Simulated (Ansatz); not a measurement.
# Structural relaxation of (12,0) carbon nanotube (192 atoms), part 2 of 2

Aim: bring (12,0) carbon nanotube (192 atoms) to a nearby minimum of the energy and see what moves.

Ansatz 0.2.0; Kohn-Sham DFT, PBE+D3(BJ), PAW (set soft_2), plane waves.

The cell: 192 C. Only the Γ point is sampled, in a cell whose periodic width is 17 Å.

So far. Step 3 (Relaxation): The relaxation changed the energy by -30.1 meV/atom, and atoms moved by 0.052 Å r.m.s., 0.099 Å at most.

### 5. Single point at the relaxed geometry

The electronic structure is read at the final geometry, in a run of its own.

The input, input.yaml:

```yaml
crystal:
  lattice:
    - [21.39651, 0.0, 0.0]
    - [0.0, 21.39651, 0.0]
    - [0.0, 0.0, 17.04338]
  atoms:
    - { symbol: C, position: [0.72152, 0.50007, 0.08323] }
    - { symbol: C, position: [0.71397, 0.55738, 0.04155] }
    - { symbol: C, position: [0.69179, 0.61078, 0.08324] }
    - { symbol: C, position: [0.65654, 0.65659, 0.04155] }
    - { symbol: C, position: [0.71395, 0.55736, 0.20823] }
    - { symbol: C, position: [0.69177, 0.61077, 0.16654] }
    - { symbol: C, position: [0.6107, 0.69182, 0.08322] }
    - { symbol: C, position: [0.55731, 0.71403, 0.04152] }
    - { symbol: C, position: [0.65652, 0.65659, 0.20821] }
    - { symbol: C, position: [0.6107, 0.69182, 0.16653] }
    - { symbol: C, position: [0.49999, 0.72159, 0.0832] }
    - { symbol: C, position: [0.44267, 0.71409, 0.04154] }
    - { symbol: C, position: [0.55731, 0.71404, 0.20823] }
    - { symbol: C, position: [0.49999, 0.72157, 0.16654] }
    - { symbol: C, position: [0.38923, 0.692, 0.08322] }
    - { symbol: C, position: [0.34339, 0.65677, 0.04154] }
    - { symbol: C, position: [0.44268, 0.71406, 0.20822] }
    - { symbol: C, position: [0.38923, 0.69199, 0.16653] }
    - { symbol: C, position: [0.30817, 0.61093, 0.0832] }
    - { symbol: C, position: [0.28598, 0.55753, 0.04152] }
    - { symbol: C, position: [0.34338, 0.65677, 0.20821] }
    - { symbol: C, position: [0.30817, 0.61094, 0.16653] }
    - { symbol: C, position: [0.27849, 0.50021, 0.08322] }
    - { symbol: C, position: [0.28606, 0.4429, 0.04154] }
    - { symbol: C, position: [0.28599, 0.55754, 0.20823] }
    - { symbol: C, position: [0.2785, 0.50021, 0.16654] }
    - { symbol: C, position: [0.30819, 0.38948, 0.08323] }
    - { symbol: C, position: [0.34344, 0.34365, 0.04155] }
    - { symbol: C, position: [0.28606, 0.4429, 0.20822] }
    - { symbol: C, position: [0.3082, 0.38948, 0.16654] }
    - { symbol: C, position: [0.3893, 0.30847, 0.08323] }
    - { symbol: C, position: [0.44272, 0.28632, 0.04154] }
    [... 154 atom lines left out ...]
    - { symbol: C, position: [0.69187, 0.38931, 0.83323] }
    - { symbol: C, position: [0.714, 0.44274, 0.79153] }
    - { symbol: C, position: [0.65661, 0.34352, 0.95821] }
    - { symbol: C, position: [0.69186, 0.38934, 0.91653] }
    - { symbol: C, position: [0.71399, 0.44275, 0.95822] }
    - { symbol: C, position: [0.7215, 0.50007, 0.91654] }
kpoints:
  mp_grid: { grid: [1, 1, 1] }
hamiltonian:
  xc: pbe
  dispersion: d3bj
scf:
  occupations: { method: fermi_dirac, width: 0.05 }
output:
  forces: true
  populations: true
  dos:
    method: { smearing: { sigma: 0.1 } }
    de: 0.1
    projected: { site_lists: { C: [C] } }
  eigenvalues: true
  write_density: true
  write_potential: true
  volumetric_format: npy
  elf: true
```

On the command line:

```
$ ansatz run input.yaml --threads 4 --pin off --max-ram 15872MiB --backend cpu --events-out ev --progress --plain --runs-dir out
```

Numbers of over 12 decimals in the logs are rounded to 6 here.

The program printed:

```text
[...]
Crystal: 192 atoms, lattice volume = 7802.641 Å³
Basis set: ecut = 420 eV, 152449 PW (Γ), exchange–correlation on 288×288×240 points (8 copies of the dense FFT grid, shifted against one another)
Bands: 576, of which v1, the nominal top of the filled ones, is band 384 counted from 1 (383 counted from 0)
Symmetry: 1 space group operations
[...]
k-points: 1
[...]
SCF iter   1: F=—  HF=-48179.745414 eV  |F-HF|=—  |Δ(HF+E_count)|=         —  Δρ=1.89e-3  dr2=5.00e-1  ethr=1.77e-3  ⟨swp⟩=7.0  Hψ=2690  notcnv=0  defer=152
[...]
SCF iter   7: F=-48179.791313 eV  HF=-48179.791313 eV  |F-HF|=2.69e-8  |Δ(HF+E_count)|=   4.18e-7  Δρ=2.98e-7  dr2=1.34e-8  ethr=1.30e-11  ⟨swp⟩=41.0  Hψ=7815  notcnv=0
SCF 1 converged in 7 iterations: F = -48179.791313 eV  dr2 = 1.34e-8
[...]
WARN: The output density's exchange-correlation potential varies sharply where the density is thin. Do not read a vacuum level from v_tot or v_xc, or from such a field of the output density. On a cell that repeats whose density bears no net charge and no dipole along the vacuum's axis use v_es (v_loc + v_h of the components); [...]
SCF converged after 7 iterations
Free energy (F): -48179.791313 eV
[...]
Internal energy: -48179.529196 eV  (E = F + TS)
E sigma→0 (E₀):  -48179.660254 eV
Entropy (-TS):   -0.262117 eV (-1.365 meV/atom)
Fermi energy:    -1.794479 eV
[...]
--- Forces (eV/Å), atoms counted from 1 ---
  atom   1  C      0.00111900    -0.00544507     0.00554968
  atom   2  C      0.00085233     0.00188600    -0.01463434
  atom   3  C     -0.00078604    -0.00253764     0.00222886
  atom   4  C     -0.00228623     0.00814098    -0.01719244
  atom   5  C     -0.00181783     0.00603456     0.01628607
  atom   6  C      0.00421026    -0.00557347    -0.00377318
  atom   7  C      0.00145331     0.00160631     0.00342318
  atom   8  C      0.00039372    -0.00369171    -0.00298238
  atom   9  C      0.00584646     0.00263606     0.01704335
  atom  10  C     -0.00569215     0.00785852    -0.00430059
  atom  11  C      0.00380761    -0.00039360     0.02069747
  atom  12  C     -0.00114640     0.00360723    -0.01710638
  atom  13  C      0.00223733    -0.00780389     0.00111853
  atom  14  C      0.00356298     0.00628140    -0.01401881
[...]
atom 191  C     -0.00003292     0.00641056     0.01167861
  atom 192  C      0.00757131    -0.00061194    -0.01265546
  max |Σ_I F_I| component: 9.88e-5 eV/Å
--- Band table (eV) ---
[...]
--- Löwdin populations: 192 sites ---
  site symbol       q [e]
     0      C      3.9576
     1      C      3.9577
     2      C      3.9577
[...]
191      C      3.9576
  spilling = 0.010581 (of n_electrons = 768.000000)
```

Elapsed: 4.1 min, on 4 threads of Arm Neoverse V1, shared host; peak memory 9.7 GiB.

The program notes that the exchange-correlation potential is rough where the density is thin.

Read from the output:

```
free energy                             : -48179.7913 eV
free energy per atom                    : -250.9364 eV/atom
SCF cycles                              : 7
r.m.s. force component                  : 0.00835 eV/Å
longest force                           : 0.0281 eV/Å
Fermi energy                            : -1.794 eV
levels partly filled by over 2 per cent : 4
spilling of the projection              : 0.01058
```

The mean of these charges, 0.042 e, is only the charge that the projection spills.

Löwdin charges by element (they lack the spilled electrons, 0.042 e an atom on average):

| element | coordination | atoms | mean charge (e) | spread | least | most |
| --- | --- | --- | --- | --- | --- | --- |
| C | all | 192 | 0.0423 | 1.0e-4 | 0.0422 | 0.0424 |

Density of states as counts of states in windows of 1 eV (from the Fermi level), total and the larger projections:

| from (eV) | to (eV) | total | C p | C s |
| --- | --- | --- | --- | --- |
| -14 | -13 | 29.7 | 16.3 | 13.0 |
| -13 | -12 | 34.9 | 23.0 | 11.5 |
| -12 | -11 | 16.4 | 10.6 | 5.6 |
| -11 | -10 | 54.6 | 39.6 | 14.5 |
| -10 | -9 | 29.3 | 23.7 | 5.3 |
| -9 | -8 | 29.7 | 26.7 | 2.8 |
| -8 | -7 | 75.8 | 67.0 | 7.5 |
| -7 | -6 | 81.5 | 78.1 | 2.6 |
| -6 | -5 | 61.0 | 58.6 | 1.7 |
| -5 | -4 | 61.3 | 59.5 | 1.5 |
| -4 | -3 | 54.3 | 53.8 | 0.3 |
| -3 | -2 | 40.3 | 40.1 | 0.1 |
| -2 | -1 | 23.8 | 23.7 | 0.1 |
| -1 | 0 | 4.6 | 4.5 | 0.0 |
| 0 | 1 | 13.4 | 13.0 | 0.1 |
| 1 | 2 | 29.5 | 28.5 | 0.2 |
| 2 | 3 | 45.0 | 42.0 | 1.0 |
| 3 | 4 | 34.8 | 19.6 | 0.2 |
| 4 | 5 | 55.8 | 12.2 | 0.2 |

Between -20 and -14 eV lie 169 more states.

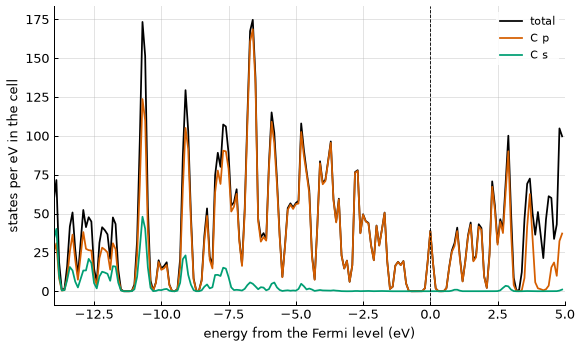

Total and projected density of states, with the broadening of the input.

The levels nearest the highest filled one (over half full), pooled over k-points and spins:

| level less the highest filled one (eV) | occupation |
| --- | --- |
| -1.22 | 2 |
| -1.22 | 2 |
| -1.00 | 2 |
| -1.00 | 2 |
| -0.0062 | 1.30 |
| 0 | 1.24 |
| 0.051 | 0.745 |
| 0.0547 | 0.71 |
| 0.790 | 0 |
| 0.791 | 0 |
| 0.909 | 0 |
| 1.00 | 0 |

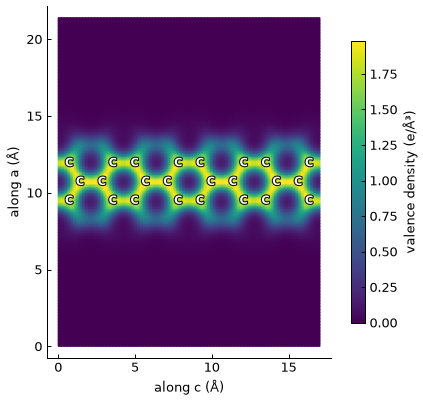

Valence density in the ca plane at fractional y = 0.279, with atoms of C within 0.2 Å of it. It is the smooth field of the valence electrons, not physical close to the nuclei.

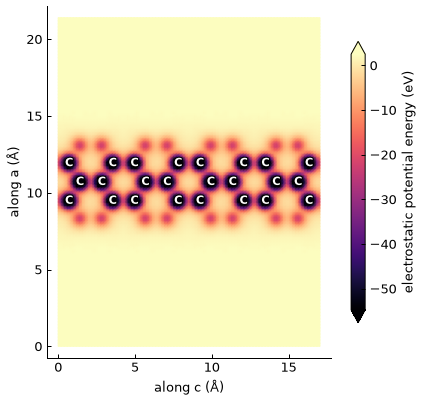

Electrostatic potential energy in the ca plane at fractional y = 0.279, with atoms of C within 0.2 Å of it. With pseudopotentials it is smooth inside the atoms' cores, unlike the true potential.

Löwdin charges run from +0.04 to +0.04 e, about a mean that is the spilled charge alone. Within 0.4 eV of the Fermi level the largest share is C p (100 % of the projected weight).

Local excerpt of 10 atoms (numbers count through the whole input) about C114, picked at random; x, y, z are measured from there.

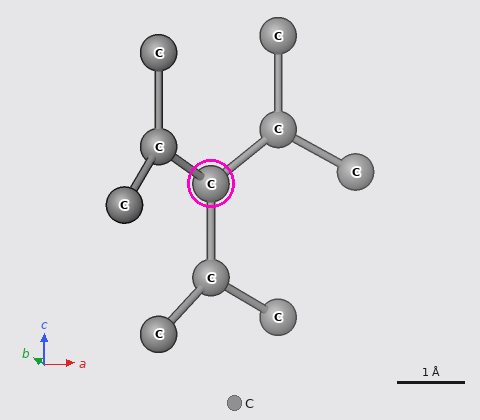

The atoms of the table, within 2.5 Å (arrows a, b, c point along x, y, z); some may hide others; the central atom is ringed.

| atom | x | y | z | distance (Å) | bonds | Löwdin charge (e) |
| --- | --- | --- | --- | --- | --- | --- |
| C114 | 0.00 | 0.00 | 0.00 | 0.00 | 3 | 0.04 |
| C111 | 0.00 | 0.00 | -1.42 | 1.42 | 3 | 0.04 |
| C117 | -0.98 | -0.75 | 0.71 | 1.43 | 3 | 0.04 |
| C113 | 1.14 | 0.47 | 0.71 | 1.43 | 3 | 0.04 |
| C110 | 2.37 | 0.63 | 0.00 | 2.45 | 3 | 0.04 |
| C118 | -1.74 | -1.73 | 0.00 | 2.45 | 3 | 0.04 |
| C112 | -0.98 | -0.75 | -2.13 | 2.46 | 3 | 0.04 |
| C108 | 1.14 | 0.47 | -2.13 | 2.46 | 3 | 0.04 |
| C160 | -0.98 | -0.75 | 2.13 | 2.46 | 3 | 0.04 |
| C156 | 1.14 | 0.47 | 2.13 | 2.46 | 3 | 0.04 |

The column of bonds counts only the pairs C-C within 1.82 Å; other neighbours, such as metal atoms beside each other in a compound, aren't counted, and periodic images can show an atom twice.

### 6. Outcome

```yaml
energy_change_in_the_relaxation: -30.14 meV/atom
r_m_s_displacement: 0.052 Å
largest_displacement: 0.099 Å
free_energy_per_atom: -250.9364 eV/atom
r_m_s_force_component: 0.00835 eV/Å
wall_time_of_the_3_dft_runs: 13 min
```

**Reading.** Relaxation lowers the energy by 30.1 meV/atom and moves atoms by 0.052 Å r.m.s.; the r.m.s. force component goes from 1.2 to 0.0083 eV/Å. By the final cutoffs no bond was broken or made. From the first step to the last the energy fell by 5.786 eV, and the largest move was 0.10 Å (C119). The C-C bonds go from 1.419 Å (spread 0.028) to 1.424 Å (spread 0.003). With the cutoffs above, all C atoms have 3 bonded neighbours. No gap is quoted, since levels at the Fermi energy are partly filled.

[Logs are printed without paths, hosts, clocks, repeated set-up lines and the standing remarks that a program may print on its own settings, such as how far it seeks lower states.]

[Hosts, paths, dates, database ids (printed as entryN), source tags and the programs' standing remarks are cut or masked in the printed files.]
